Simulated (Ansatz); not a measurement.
**SiH2O2 (SMILES O[Si]O) at 6 levels**

We compute a comparison of 6 runs (BLYP/STO-3G, SVWN5/STO-3G, r2SCAN0/STO-3G, CCSDTQ/STO-3G, CCSD/STO-3G, UCCSD(T)/STO-3G) of SiH2O2. 

The results are computed with Ansatz 0.2.0.

47 further runs of the same task are left out: 1 that didn't finish, 46 set aside as unsound or not needed.

## 1. The molecule

SiH2O2: 5 atoms, total charge 0, spin state singlet. As SMILES, `O[Si]O`. The O3–Si2 distance was set to 2.494 Å, away from the relaxed value. At this shape a bond of the SMILES string is far longer than usual.

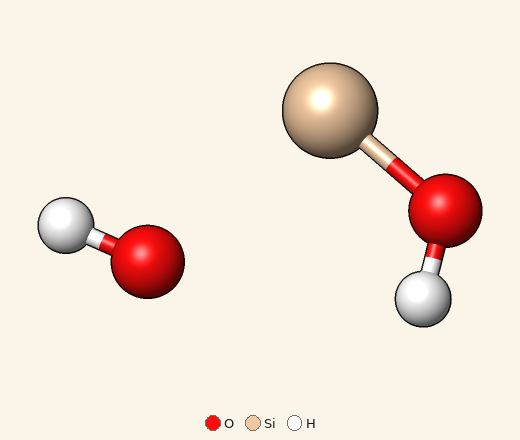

The structure, seen from a chosen angle (oxygen red, silicon light orange, hydrogen white).

## 2. A single-point energy at BLYP/STO-3G (run 1)

run.yaml

```yaml
crystal:
  periodic: [false, false, false]
  atoms:
    - {symbol: O, position_ang: [-2.067209, -0.595007, -0.025446]}
    - {symbol: Si, position_ang: [-0.836009, -1.280707, 0.817254]}
    - {symbol: O, position_ang: [1.036000, 0.187500, 0.068600]}
    - {symbol: H, position_ang: [-1.855909, 0.159493, -0.586546]}
    - {symbol: H, position_ang: [1.901100, -0.013100, 0.433400]}
basis:
  gaussian:
    orbitals: STO-3G
hamiltonian:
  xc: {name: BLYP}
accuracy: high
```

Started as:

```console
$ ansatz run run.yaml --threads 1 --pin off --max-ram 2610MiB --events-out events.jsonl --progress --plain --runs-dir runs
```

The log of the run:

```text
Warning: RAYON_NUM_THREADS=1 ignored (pool sized by the plan → 1); use --threads N
Functional definition: BLYP
  name "BLYP"
  parameter beta = 0.0042
  parameter a = 0.04918
  parameter b = 0.132
  parameter c = 0.2533
  parameter d = 0.349
  exchange = b88_x(beta = beta)
  correlation = lyp_c(a = a, b = b, c = c, d = d)
368 factors; integrals over basis functions are off by at most 3.9e-8 eV
mean field evaluation 1: about -11842.8502 eV, gradient 3.4e1 eV
mean field evaluation 2: about -11709.1136 eV, gradient 1.3e2 eV
mean field evaluation 4: about -11848.4944 eV, gradient 2.1e1 eV
mean field evaluation 8: about -11848.4536 eV, gradient 2.1e1 eV
mean field evaluation 16: about -11849.8470 eV, gradient 5.9e-7 eV
mean field -11849.84697222 eV, -435.4738441142 hartree, gradient 1.1e-8 eV, S^2 0.000000; 1 other end points of the search recorded, 0 dependent functions left out
reference -11849.84701048 eV, -435.4738455203 hartree; 16, 16 occupied and 5, 5 virtual orbitals, 368 factors
Total energy: -11849.84701048 eV, -435.4738455203 hartree
```

Run time: 1.4 s. Hardware: 1 thread of Arm Neoverse V2, shared host; peak memory 0.092 GiB.

## 3. The energy at SVWN5/STO-3G (run 2)

in.yaml

```yaml
crystal:
  periodic: [false, false, false]
  atoms:
    - {symbol: O, position_ang: [-2.067209, -0.595007, -0.025446]}
    - {symbol: Si, position_ang: [-0.836009, -1.280707, 0.817254]}
    - {symbol: O, position_ang: [1.036000, 0.187500, 0.068600]}
    - {symbol: H, position_ang: [-1.855909, 0.159493, -0.586546]}
    - {symbol: H, position_ang: [1.901100, -0.013100, 0.433400]}
basis:
  gaussian: {orbitals: STO-3G}
hamiltonian: {xc: {name: SVWN5}}
accuracy: high
```

Started as:

```console
$ ansatz run in.yaml --threads 1 --pin off --max-ram 2610MiB --events-out events.jsonl --progress --plain --runs-dir runs
```

The log of the run:

```text
Warning: RAYON_NUM_THREADS=1 ignored (pool sized by the plan → 1); use --threads N
Functional definition: SVWN5
  name "SVWN5"
  exchange = slater_x
  correlation = vwn5_c
368 factors; integrals over basis functions are off by at most 3.9e-8 eV
mean field evaluation 1: about -11782.5623 eV, gradient 3.4e1 eV
mean field evaluation 2: about -11644.4163 eV, gradient 1.4e2 eV
mean field evaluation 4: about -11756.2612 eV, gradient 1.1e2 eV
mean field evaluation 8: about -11789.4557 eV, gradient 2.4e-1 eV
mean field evaluation 16: about -11783.1635 eV, gradient 3.2e1 eV
mean field -11789.45621800 eV, -433.2545248311 hartree, gradient 1.8e-8 eV, S^2 0.000000; 1 other end points of the search recorded, 0 dependent functions left out
reference -11789.45621991 eV, -433.2545249013 hartree; 16, 16 occupied and 5, 5 virtual orbitals, 368 factors
Total energy: -11789.45621991 eV, -433.2545249013 hartree
```

Run time: 0.79 s. Hardware: 1 thread of Arm Neoverse V2, shared host; peak memory 0.09 GiB.

Runs 3 to 5 aren't shown in full; the table further down has their settings and results.

## 4. A single-point energy at UCCSD(T)/STO-3G (run 6)

molecule.yaml

```yaml
crystal:
  periodic: [false, false, false]
  atoms:
    - {symbol: O, position_ang: [-2.067209, -0.595007, -0.025446]}
    - {symbol: Si, position_ang: [-0.836009, -1.280707, 0.817254]}
    - {symbol: O, position_ang: [1.036000, 0.187500, 0.068600]}
    - {symbol: H, position_ang: [-1.855909, 0.159493, -0.586546]}
    - {symbol: H, position_ang: [1.901100, -0.013100, 0.433400]}
basis:
  gaussian: {orbitals: STO-3G}
correlation: {method: ccsd_t, frozen_orbitals: {H: 0, O: 1, Si: 5}}
scf: {omitted_lower_state_checks: [cluster_reference, increment]}
magnetization: {spin_polarized: true, initial_magnetization: 0}
accuracy: high
```

Started as:

```console
$ ansatz run molecule.yaml --threads 1 --pin off --max-ram 2610MiB --events-out events.jsonl --progress --plain --runs-dir runs
```

The log of the run:

```text
Warning: RAYON_NUM_THREADS=1 ignored (pool sized by the plan → 1); use --threads N
[... 16 lines left out ...]
7 core orbitals not correlated: weight in the atoms' cores, before any rotation towards them, 1.000 or more for the frozen orbitals, at most 0.000 for the correlated occupied ones
[... 54 lines left out ...]
Total energy: -11822.31658757 eV, -434.4621211391 hartree
Checks for a lower state left out: cluster_reference, increment
```

It took 0.83 s on 1 thread of Arm Neoverse V2, shared host.

## 5. The series

```csv
run,level,frozen core orbitals,energy (Eh),wall time
1,BLYP/STO-3G,–,-435.473846,1.4 s
2,SVWN5/STO-3G,–,-433.254525,0.79 s
3,r2SCAN0/STO-3G,–,-435.443254,2.7 s
4,CCSDTQ/STO-3G,7,-434.463988,14 s
5,CCSD/STO-3G,7,-434.452857,0.55 s
6,UCCSD(T)/STO-3G,7,-434.462121,0.83 s
```

## 6. Outcome

| quantity | value |
| --- | --- |
| run 6: total energy | -434.46212 Eh |
| run 6: correlation energy (7 core orbitals frozen) | -138.2 mEh |
| run 6: (T) correction | -6.73 mEh |
| run 6: ⟨S²⟩ of the reference determinant | 0.814 |
| run 6: T1 diagnostic | 0.077 |

What this shows: Totals of different functionals can't be ranked against each other. In run 5 the T1 diagnostic is large, so a single reference may not serve. In runs 4, 5 the log says that unrestricted orbitals would lower the reference, so the values rest on an unstable closed-shell determinant (other closed-shell runs at this shape may share the fault). In runs 1, 2, 3, 4, 5, 6 the basis is minimal, so the values are rough. Spin contamination of the reference: run 6 ⟨S²⟩ = 0.81. Where it is this large, the reference is a mixture of spin states, and values that rest on it are in doubt. All runs together took 20 s, the longest 14 s.
